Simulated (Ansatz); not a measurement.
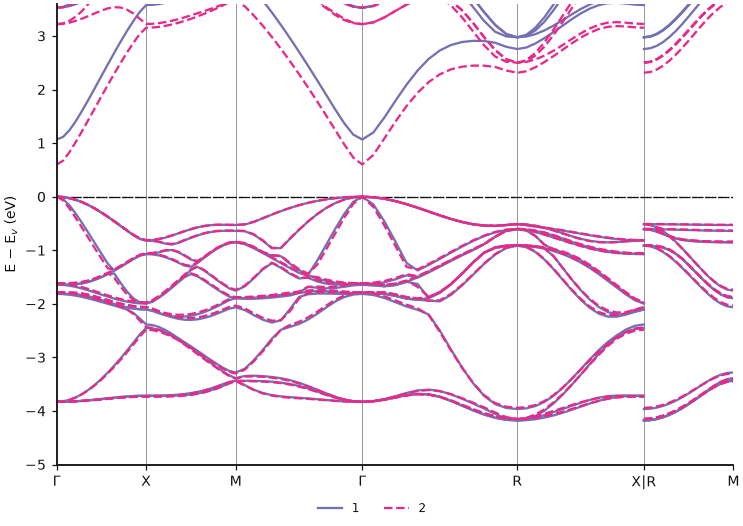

Band structures of Cd4Se3S, space group P-43m (No. 215), 8 atoms in the cell, by two methods on the same cell. Each is counted from its own valence-band top.

Question: Which curve is which? The methods: r2SCAN, PBE.

Answer: 1 is r2SCAN; 2 is PBE. r2SCAN gives a gap of 1.07 eV along the path and PBE gives a gap of 0.60 eV along the path.

Settings. r2SCAN: DFT r2SCAN, scalar-relativistic, plane waves, PAW, no spin polarisation, 6×6×6 k mesh, 500 eV cutoff, Gaussian smearing of 0.02 eV (Ansatz 0.2.0). PBE: DFT PBE, scalar-relativistic, plane waves, PAW, no spin polarisation, 6×6×6 k mesh, 420 eV cutoff (Ansatz 0.2.0).

The structure is an invented one, so it need not be a known or stable phase.
